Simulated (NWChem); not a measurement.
# NaCl (SMILES [Na][Cl]): levels of theory compared

Wanted: a comparison of 6 runs (B3LYP/aug-cc-pVTZ, BHLYP/aug-cc-pVTZ, CAM-B3LYP/aug-cc-pVTZ, M06-2X/aug-cc-pVTZ, M06-L/aug-cc-pVTZ, PBE0/aug-cc-pVTZ) of NaCl. 

The calculation is run with NWChem 7.3.0.

**1. The system as given**

NaCl: 2 atoms, total charge 0, spin state singlet. As SMILES, `[Na][Cl]`. Geometry: relaxed at PBE0-D4/def2-TZVP.

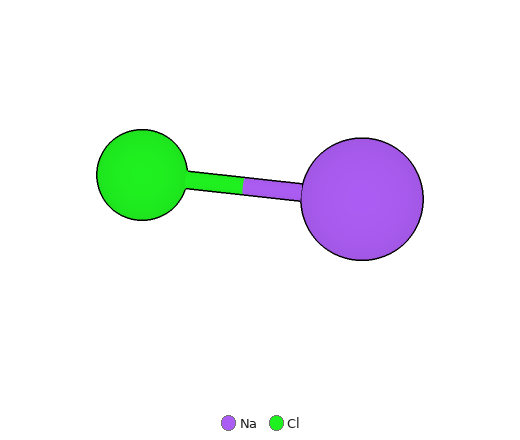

Viewed from a chosen angle; sodium purple, chlorine green.

**2. Energy and gradient at B3LYP/aug-cc-pVTZ (run 1)**

mymol.nw reads:

```
start mymol
title "ClNa gradient"
memory stack 880 mb heap 220 mb global 1100 mb
charge 0

geometry units atomic noautosym nocenter noautoz
   Na -1.87007297  0.57466571 -0.97698841
   Cl  1.92581989 -0.68823825  0.98454731
end

basis "ao basis" spherical bse
   * library aug-cc-pVTZ
end

dft
   xc b3lyp
   mult 1
   grid fine
   convergence energy 1e-08
   maxiter 100
   mulliken
   print medium
end

task dft gradient
```

Run with:

```bash
$ nwchem mymol.nw > mymol.out
```

The program printed:

```text
[...]
          Wavefunction type:  closed shell.
          No. of atoms     :     2
          No. of electrons :    28
[...]
          Charge           :     0
          Spin multiplicity:     1
[...]
          AO basis - number of functions:   100
[...]
              XC Information
              --------------
                         B3LYP Method XC Potential
                     Hartree-Fock (Exact) Exchange  0.200
                        Slater Exchange Functional  0.800 local
                    Becke 1988 Exchange Functional  0.720 non-local
              Lee-Yang-Parr Correlation Functional  0.810
                  VWN I RPA Correlation Functional  0.190 local
[...]
 d= 0,ls=0.0,diis     1   -622.5811245984 -6.65D+02  1.07D-02  4.11D-01     6.2
[...]
 d= 0,ls=0.0,diis     8   -622.6190795447 -1.68D-09  1.67D-07  3.37D-10    34.0
         Total DFT energy =     -622.619079544672
      One electron energy =     -948.938423178508
           Coulomb energy =      327.123105034732
    Exchange-Corr. energy =      -42.774495750487
 Nuclear repulsion energy =       41.970734349592
[...]
  wavefunction    = closed shell
                         DFT ENERGY GRADIENTS
    atom               coordinates                        gradient
                 x          y          z           x          y          z
   1 Na     -1.870073   0.574666  -0.976988    0.002490  -0.000829   0.001287
   2 Cl      1.925820  -0.688238   0.984547   -0.002490   0.000829  -0.001287
[...]
```

It took 74 s on 1 thread of Intel Xeon Platinum 8488C (Sapphire Rapids), shared host; peak memory 0.13 GiB.

**3. Energy and forces at BHLYP/aug-cc-pVTZ (run 2)**

clna.xyz reads:

```xyz
2
ClNa
Na    -0.989600     0.304100    -0.517000
Cl     1.019100    -0.364200     0.521000
```

clna.nw reads:

```
start clna
title "ClNa"
memory 2200 mb

geometry units angstroms noautosym nocenter noautoz
  load clna.xyz
end

basis spherical bse
  * library aug-cc-pVTZ
end

dft
  xc bhlyp
  mult 1
  grid fine
  convergence energy 1e-08
  maxiter 100
  mulliken
end

task dft gradient
```

Run with:

```bash
$ nwchem clna.nw > clna.out
```

The program printed:

```text
[...]
          Wavefunction type:  closed shell.
          No. of atoms     :     2
          No. of electrons :    28
[...]
          Charge           :     0
          Spin multiplicity:     1
[...]
          AO basis - number of functions:   100
[...]
              XC Information
              --------------
                        BHLYP Method XC Functional
                     Hartree-Fock (Exact) Exchange  0.500
                        Slater Exchange Functional  0.500 local
                    Becke 1988 Exchange Functional  0.500 non-local
              Lee-Yang-Parr Correlation Functional  1.000
[...]
 d= 0,ls=0.0,diis     1   -622.5517652309 -6.65D+02  7.01D-03  2.42D-01     6.4
[...]
 d= 0,ls=0.0,diis     7   -622.5831216260 -7.04D-09  7.73D-07  6.71D-10    30.2
         Total DFT energy =     -622.583121625973
      One electron energy =     -949.183488987919
           Coulomb energy =      327.407963066714
    Exchange-Corr. energy =      -42.778333010156
 Nuclear repulsion energy =       41.970737305388
[...]
  wavefunction    = closed shell
                         DFT ENERGY GRADIENTS
    atom               coordinates                        gradient
                 x          y          z           x          y          z
   1 Na     -1.870073   0.574666  -0.976988    0.001074  -0.000357   0.000555
   2 Cl      1.925820  -0.688238   0.984547   -0.001074   0.000357  -0.000555
[...]
```

Wall time 72 s (1 thread of Intel Xeon Platinum 8488C (Sapphire Rapids), shared host); peak memory 0.13 GiB.

Run 3 isn't shown in full; the table further down has it.

**4. Energy and gradient at M06-2X/aug-cc-pVTZ (run 4)**

run.py reads:

```python
from ase import Atoms
from ase.calculators.nwchem import NWChem

system = Atoms('NaCl', positions=[
    [-0.989600, 0.304100, -0.517000],
    [1.019100, -0.364200, 0.521000],
])

calc = NWChem(
    label='mymol',
    theory='dft',
    memory='2200 mb',
    basis='aug-cc-pVTZ',
    basispar='spherical bse',
    dft={'xc': 'm06-2x', 'mult': '1', 'grid': 'fine', 'convergence': 'energy 1e-08', 'iterations': '100', 'mulliken': None},
)
system.calc = calc

forces = system.get_forces()
e = system.get_potential_energy()
print(f"E = {e:.6f} eV")
print("forces (eV/A):")
for s, f in zip(system.symbols, forces):
    print(f"{s:2s} {f[0]:10.5f} {f[1]:10.5f} {f[2]:10.5f}")
print("dipole (e A):", system.get_dipole_moment().round(4))
```

Run with:

```bash
$ export ASE_NWCHEM_COMMAND="nwchem PREFIX.nwi > PREFIX.nwo"
$ python run.py
```

The program printed:

```text
E = -16940.481005 eV
forces (eV/A):
Na   -0.04628    0.01538   -0.02391
Cl    0.04628   -0.01538    0.02391
dipole (e A): [-1.593   0.53   -0.8232]
```

The calculator wrote mymol.nwi:

```
title "mymol"

permanent_dir mymol

scratch_dir mymol

start mymol

geometry units angstrom nocenter noautosym noautoz
  Na -9.8960000000000004e-01 3.0409999999999998e-01 -5.1700000000000002e-01
  Cl 1.0190999999999999e+00 -3.6420000000000002e-01 5.2100000000000002e-01
end

memory 2200 mb

basis spherical bse noprint
   * library aug-cc-pVTZ
end

dft
  xc m06-2x
  mult 1
  grid fine
  convergence energy 1e-08
  iterations 100
  mulliken
end

task dft gradient
```

mymol.nwo:

```text
Northwest Computational Chemistry Package (NWChem) 7.3.0
             --------------------------------------------------------

           Job information
           ---------------

    nwchem branch   = 7.3.0
    use scalapack   = T
    input           = mymol.nwi
    prefix          = mymol.
    data base       = mymol/mymol.db
    status          = startup
    nproc           =        1

           Memory information
           ------------------

[... 5 lines left out ...]
    hardfail = no
[... 71 lines left out ...]
  convergence criterion.
[... 39 lines left out ...]
          Spatial weights used:  Erf1
[... 32 lines left out ...]
 1-e energy   =    -946.355055
[... 36 lines left out ...]
           Coulomb energy =      327.355579674519
[... 770 lines left out ...]
          Convergence on density requested:  1.00D-05
[... 25 lines left out ...]
          total energy or number of iterations.
[... 33 lines left out ...]
                 ----------------------------------------
                 |  Time  |  1-e(secs)   |  2-e(secs)   |
                 ----------------------------------------
                 |  CPU   |       0.01   |      40.80   |
                 ----------------------------------------
                 |  WALL  |       0.01   |      40.80   |
                 ----------------------------------------

 Task  times  cpu:       74.5s     wall:       74.5s
 Total times  cpu:       74.5s     wall:       74.5s
```

Run time: 76 s. Hardware: 1 thread of Intel Xeon Platinum 8488C (Sapphire Rapids), shared host; peak memory 0.13 GiB.

Run 5 isn't shown in full; the table further down has it.

**5. Energy and forces at PBE0/aug-cc-pVTZ (run 6)**

clna.nw reads:

```
start clna
title "ClNa PBE0"
memory stack 880 mb heap 220 mb global 1100 mb
charge 0

geometry units angstrom noautosym nocenter noautoz
  Na      -0.989600       0.304100      -0.517000
  Cl       1.019100      -0.364200       0.521000
end

basis "ao basis" spherical bse
  Na library aug-cc-pVTZ
  Cl library aug-cc-pVTZ
end

dft
  xc pbe0
  grid fine
  convergence energy 1e-08
  maxiter 100
  mulliken
  noprint "final vectors analysis"
end

task dft gradient
```

Run with:

```bash
$ nwchem clna.nw > clna.out
```

The program printed:

```text
[...]
          Wavefunction type:  closed shell.
          No. of atoms     :     2
          No. of electrons :    28
[...]
          Charge           :     0
          Spin multiplicity:     1
[...]
          AO basis - number of functions:   100
[...]
              XC Information
              --------------
                         PBE0 Method XC Functional
                     Hartree-Fock (Exact) Exchange  0.250
          PerdewBurkeErnzerhof Exchange Functional  0.750
            Perdew 1991 LDA Correlation Functional  1.000 local
           PerdewBurkeErnz. Correlation Functional  1.000 non-local
[...]
 d= 0,ls=0.0,diis     1   -622.3018635501 -6.64D+02  8.32D-03  3.42D-01     6.3
[...]
 d= 0,ls=0.0,diis     8   -622.3349873600 -3.07D-10  7.45D-08  6.93D-11    33.8
         Total DFT energy =     -622.334987359998
      One electron energy =     -949.015924018064
           Coulomb energy =      327.214857432391
    Exchange-Corr. energy =      -42.504658079713
 Nuclear repulsion energy =       41.970737305388
[...]
  wavefunction    = closed shell
                         DFT ENERGY GRADIENTS
    atom               coordinates                        gradient
                 x          y          z           x          y          z
   1 Na     -1.870073   0.574666  -0.976988    0.001738  -0.000578   0.000898
   2 Cl      1.925820  -0.688238   0.984547   -0.001738   0.000578  -0.000898
[...]
```

Wall time 74 s (1 thread of Intel Xeon Platinum 8488C (Sapphire Rapids), shared host); peak memory 0.13 GiB.

**6. The series**

```
run                  level  energy (Eh)  dipole moment (D)  HOMO energy (eV)  LUMO energy (eV)  wall time
  1      B3LYP/aug-cc-pVTZ  -622.619080               8.77             -6.32             -2.03       74 s
  2      BHLYP/aug-cc-pVTZ  -622.583122               9.00             -7.72             -1.46       72 s
  3  CAM-B3LYP/aug-cc-pVTZ  -622.595835               8.90             -7.94             -1.31    2.3 min
  4     M06-2X/aug-cc-pVTZ  -622.551199               8.98             -7.79             -1.66       76 s
  5      M06-L/aug-cc-pVTZ  -622.581347               9.12                 –                 –    3.1 min
  6       PBE0/aug-cc-pVTZ  -622.334987               8.87                 –                 –       74 s
```

**7. What came out**

```
                       quantity          value
            run 6: total energy  -622.33499 Eh
           run 6: dipole moment         8.87 D
run 6: largest force on an atom     0.105 eV/Å
```

What this shows: The dipole moment (its size) runs from 8.77 D (B3LYP/aug-cc-pVTZ) to 9.12 D (M06-L/aug-cc-pVTZ). Over runs 1, 2, 3, 4 the HOMO–LUMO gap runs from 4.28 eV (B3LYP/aug-cc-pVTZ) to 6.63 eV (CAM-B3LYP/aug-cc-pVTZ). Totals of different functionals can't be ranked against each other. All runs together took 10 min, the longest 3.1 min.
